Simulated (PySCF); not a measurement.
# Run report: GaPH4S, GW calculation

- system: GaPH4S
- method: G0W0 (r2SCAN)/def2-SVP, RKS (PySCF 2.14.0)

The geometry comes from this level: GFN2-xTB.

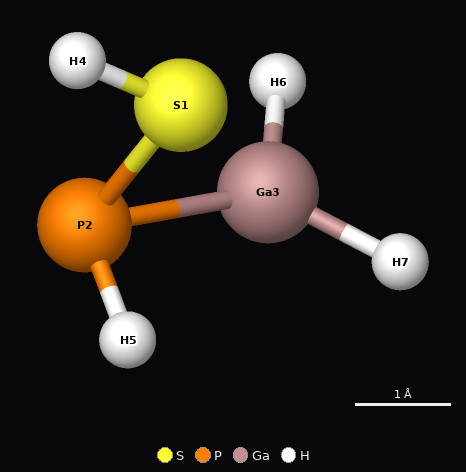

Figure 1. The structure as given in the input (ball-and-stick view, seen at a tilt; atoms are numbered from 1 in the order of the input). Sticks mark near contacts. Bond lengths as drawn: Ga–H 1.58 to 1.59 Å, Ga–P 2.36 Å, H–P 1.41 Å, H–S 1.33 Å and P–S 2.14 Å.

## Results in brief

- outcome: converged
- total energy: −2666.256147 hartree
- basis functions: 88
- HOMO: −6.38 eV
- LUMO: −2.42 eV
- dipole moment: 1.06 D
- hardware: 1 thread of Arm Neoverse V1, 24 GiB of memory available, shared host
- wall time: 14 s
- peak memory: 0.44 GiB

## Input file (job.py)
```python
# S[PH][GaH2]
from pyscf import gto, dft, gw

mol = gto.M(
    atom='''
S       -1.317890      -1.108650      -0.053080
P       -0.723770       0.819160      -0.756430
Ga       1.161970       0.436840       0.603440
H       -2.630020      -0.928090      -0.192580
H       -0.113180       0.350390      -1.933390
H        1.228830       0.917720       2.108650
H        2.394060      -0.487380       0.223390
''',
    max_memory=1860,
    verbose=4,
    basis='def2-svp',
)

mf = dft.RKS(mol, xc='r2scan')
mf.grids.level = 2
mf.conv_tol = 1e-10
mf.kernel()
if not mf.converged:
    mf = mf.newton().run(mf.mo_coeff, mf.mo_occ)

e_tot = mf.e_tot
print('Final energy', e_tot)

nocc = mol.nelec[0]
orbs = list(range(max(0, nocc - 2), min(mol.nao, nocc + 2)))
mygw = gw.GW(mf, freq_int='ac')
mygw.orbs = orbs
mygw.kernel()
print('orbital   mean field (eV)   quasiparticle (eV)')
for p in orbs:
    print('%4d %12.4f %12.4f' % (p + 1, mf.mo_energy[p] * 27.211386, mygw.mo_energy[p] * 27.211386))
```

Run as:
```bash
OMP_NUM_THREADS=1 python job.py
```

## Output
```
PySCF version 2.14.0

[INPUT] num. atoms = 7
[INPUT] num. electrons = 66
[INPUT] charge = 0
[INPUT] spin (= nelec alpha-beta = 2S) = 0
[INPUT] symmetry False subgroup None
[INPUT] Mole.unit = angstrom
[INPUT] Symbol           X                Y                Z      unit          X                Y                Z       unit  Magmom
[INPUT]  1 S     -1.317890000000  -1.108650000000  -0.053080000000 AA   -2.490451162303  -2.095044867999  -0.100306662692 Bohr   0.0
[INPUT]  2 P     -0.723770000000   0.819160000000  -0.756430000000 AA   -1.367727077176   1.547988052199  -1.429445532405 Bohr   0.0
[INPUT]  3 Ga     1.161970000000   0.436840000000   0.603440000000 AA    2.195805064961   0.825507960255   1.140336332608 Bohr   0.0
[INPUT]  4 H     -2.630020000000  -0.928090000000  -0.192580000000 AA   -4.970017502129  -1.753835918948  -0.363923457069 Bohr   0.0
[INPUT]  5 H     -0.113180000000   0.350390000000  -1.933390000000 AA   -0.213879202778   0.662141136786  -3.653577591973 Bohr   0.0
[INPUT]  6 H      1.228830000000   0.917720000000   2.108650000000 AA    2.322152153649   1.734239459036   3.984770992564 Bohr   0.0
[INPUT]  7 H      2.394060000000  -0.487380000000   0.223390000000 AA    4.524117725776  -0.921014718591   0.422145918967 Bohr   0.0

nuclear repulsion = 309.987583409018
number of shells = 40
number of NR pGTOs = 174
number of NR cGTOs = 88
basis = def2-svp
ecp = {}

******** <class 'pyscf.dft.rks.RKS'> ********
method = RKS
initial guess = minao
damping factor = 0
level_shift factor = 0
DIIS = <class 'pyscf.scf.diis.CDIIS'>
diis_start_cycle = 1
diis_space = 8
diis_damp = 0
SCF conv_tol = 1e-10
SCF conv_tol_grad = None
SCF max_cycles = 50
direct_scf = True
direct_scf_tol = 1e-13
XC library pyscf.dft.libxc version 7.0.0
    S. Lehtola, C. Steigemann, M. J.T. Oliveira, and M. A.L. Marques.,  SoftwareX 7, 1–5 (2018)
XC functionals = r2scan
    J. W. Furness, A. D. Kaplan, J. Ning, J. P. Perdew, and J. Sun.,  J. Phys. Chem. Lett. 11, 8208-8215 (2020)
    J. W. Furness, A. D. Kaplan, J. Ning, J. P. Perdew, and J. Sun.,  J. Phys. Chem. Lett. 11, 9248-9248 (2020)
    J. W. Furness, A. D. Kaplan, J. Ning, J. P. Perdew, and J. Sun.,  J. Phys. Chem. Lett. 11, 8208-8215 (2020)
    J. W. Furness, A. D. Kaplan, J. Ning, J. P. Perdew, and J. Sun.,  J. Phys. Chem. Lett. 11, 9248-9248 (2020)
radial grids:
    Treutler-Ahlrichs [JCP 102, 346 (1995); DOI:10.1063/1.469408] (M4) radial grids

becke partition: Becke, JCP 88, 2547 (1988); DOI:10.1063/1.454033
pruning grids: <function nwchem_prune>
grids dens level: 2
symmetrized grids: False
atomic radii adjust function: <function treutler_atomic_radii_adjust>
small_rho_cutoff = 0
Set gradient conv threshold to 1e-05
Initial guess from minao.
tot grids = 58456
init E= -2665.77943639101
  HOMO = -0.271637416199461  LUMO = -0.108033861868531  gap/eV = 4.45188
cycle= 1 E= -2666.21711585221  delta_E= -0.438  |g|= 0.539  |ddm|= 2.65
  HOMO = -0.211315439747794  LUMO = -0.104590355708098  gap/eV = 2.90414
cycle= 2 E= -2666.17979479586  delta_E= 0.0373  |g|= 0.76  |ddm|= 0.929
  HOMO = -0.234419617659711  LUMO = -0.0850853946499579  gap/eV = 4.06359
cycle= 3 E= -2666.25552316639  delta_E= -0.0757  |g|= 0.0376  |ddm|= 0.588
  HOMO = -0.232266405524213  LUMO = -0.0896525248434377  gap/eV = 3.88072
cycle= 4 E= -2666.25596924359  delta_E= -0.000446  |g|= 0.0204  |ddm|= 0.101
  HOMO = -0.234735747273104  LUMO = -0.0890337722787549  gap/eV = 3.96475
cycle= 5 E= -2666.25613921268  delta_E= -0.00017  |g|= 0.00465  |ddm|= 0.0386
  HOMO = -0.234361772809851  LUMO = -0.0888983051194665  gap/eV = 3.95826
cycle= 6 E= -2666.25614609008  delta_E= -6.88e-06  |g|= 0.00172  |ddm|= 0.00892
  HOMO = -0.234385860321435  LUMO = -0.088939001556966  gap/eV = 3.95781
cycle= 7 E= -2666.25614718307  delta_E= -1.09e-06  |g|= 0.000278  |ddm|= 0.00303
  HOMO = -0.234381636771009  LUMO = -0.0889154186819567  gap/eV = 3.95834
cycle= 8 E= -2666.25614721043  delta_E= -2.74e-08  |g|= 6.63e-05  |ddm|= 0.000552
  HOMO = -0.234375488775417  LUMO = -0.0889144730394889  gap/eV = 3.95820
cycle= 9 E= -2666.25614721228  delta_E= -1.84e-09  |g|= 1.84e-05  |ddm|= 0.000139
  HOMO = -0.234377365939478  LUMO = -0.0889162315945584  gap/eV = 3.95820
cycle= 10 E= -2666.25614721239  delta_E= -1.16e-10  |g|= 4.79e-06  |ddm|= 3.31e-05
  HOMO = -0.23437709831328  LUMO = -0.088915892200724  gap/eV = 3.95820
cycle= 11 E= -2666.25614721239  delta_E= -1.82e-12  |g|= 8.16e-07  |ddm|= 7.55e-06
  HOMO = -0.234377240995431  LUMO = -0.0889158708388611  gap/eV = 3.95821
```

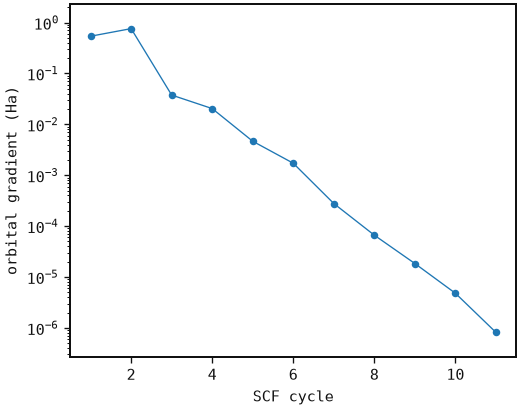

Figure 2. Convergence of the self-consistent field: orbital gradient against the SCF cycle. The residual falls almost steadily, with no more than small rises.

```
Extra cycle  E= -2666.2561472124  delta_E= -4.55e-12  |g|= 8.59e-07  |ddm|= 2.3e-06
converged SCF energy = -2666.2561472124
Final energy -2666.2561472123984

******** <class 'pyscf.gw.gw_ac.GWAC'> ********
method = GWAC
GW nocc = 33, nvir = 55
frozen orbitals = None
off-diagonal self-energy = False
GW density matrix = False
density-fitting for exchange = False
outcore for self-energy= False
broadening parameter = 5.000e-03
number of grids = 100
analytic continuation method = pade
imaginary frequency cutoff = 5.0
Pade points = 18
Pade step ratio = 0.667
use perturbative linearized QP eqn = False
QPE max iter = 100
QPE tolerance = 1.0e-06

Starting get_sigma_diag main loop with 100 frequency points.
   0    1    2    3    4    5    6    7    8    9   10   11
  12   13   14   15   16   17   18   19   20   21   22   23
  24   25   26   27   28   29   30   31   32   33   34   35
  36   37   38   39   40   41   42   43   44   45   46   47
  48   49   50   51   52   53   54   55   56   57   58   59
  60   61   62   63   64   65   66   67   68   69   70   71
  72   73   74   75   76   77   78   79   80   81   82   83
  84   85   86   87   88   89   90   91   92   93   94   95
  96   97   98   99
Finished get_sigma_diag main loop.

WARN: GW QP energies may not be sorted from min to max

orbital   mean field (eV)   quasiparticle (eV)
  32      -6.5281      -8.7596
  33      -6.3777      -8.6774
  34      -2.4195       0.2377
  35      -0.9632       2.2101
```

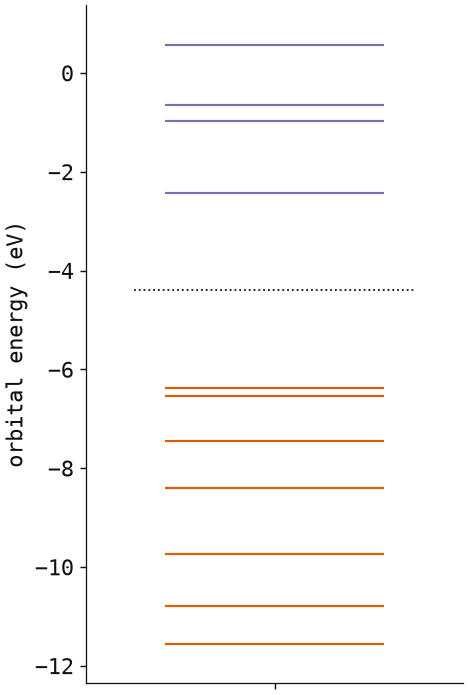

Figure 3. Orbital energies near the frontier; the dotted line parts filled from empty levels, and levels within 0.02 eV of each other stand side by side. Highest filled −6.38 eV, lowest empty −2.42 eV, 3.96 eV apart.
